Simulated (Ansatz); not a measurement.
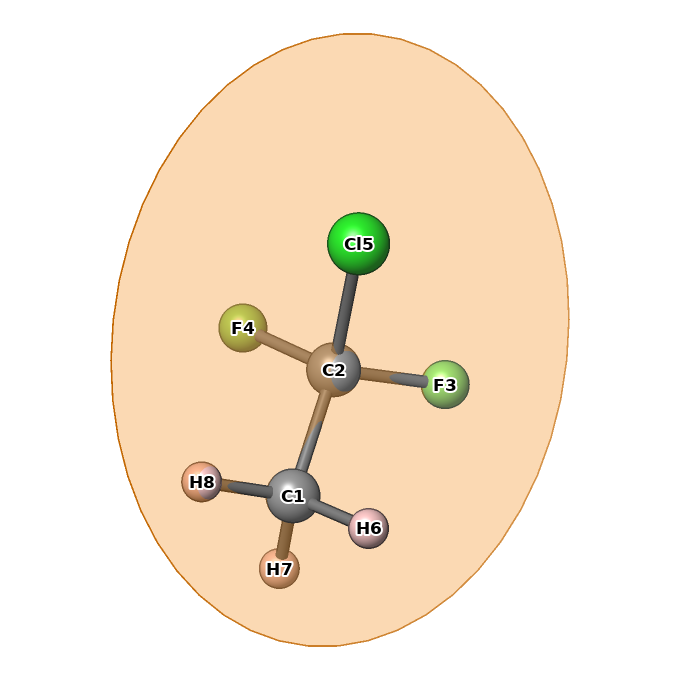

A disc through the centre of mass is drawn in. Depth is shown by fading: the farther an atom, the more it takes the colour of the background. Computed geometry: PBE0-D4/def2-TZVP optimisation.

**Is the plane of the disc a mirror plane of the structure?**

No. The point group is Cs, with 1 mirror plane, and this plane isn't one of its mirror planes.
